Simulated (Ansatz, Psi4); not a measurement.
Predicting a hybrid from its neighbours: C2H5I (iodoethane)

C2H5I has 8 atoms, charge 0, and is taken as a singlet. SMILES: `CCI`. Geometry: relaxed at PBE0-D4/def2-TZVP.

The HOMO–LUMO gap y, in eV, basis def2-SVP with a core potential; a is the functional's share of exact exchange. Programs: Ansatz 0.2.0, Psi4 1.11.

```
functional  program     a  y (eV)
    revPBE     Psi4     0    4.52
       PBE     Psi4     0    4.48
     TPSSh     Psi4   0.1    5.54
     B3LYP     Psi4   0.2       ?
      PBE0     Psi4  0.25    6.59
   r2SCAN0   Ansatz  0.25    6.89
     BHLYP     Psi4   0.5    8.61
```

**Question.** Fit y = c + s·a to the known rows and predict B3LYP.

**Answer.** 
1. Means of the 6 rows: a = 0.1833, y = 6.105.
2. Σ(Δa)² = 0.18333, Σ(Δa·Δy) = 1.5135, so the slope is 1.5135/0.18333 = 8.2556.
3. Intercept: 6.105 − (8.2556) × 0.1833 = 4.592. The largest residual of the fit is 0.23.
4. B3LYP: 4.592 + (8.2556) × 0.2 = 6.24 eV.

The run gave 6.11 eV, so the prediction is off by +0.13 eV, within the largest residual. Exact exchange lowers occupied levels and raises empty ones. The rows mix families of semi-local functionals, which the line can't see.

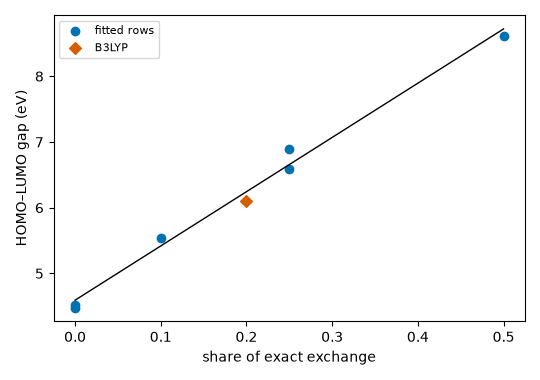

The fitted line, with the withheld row.
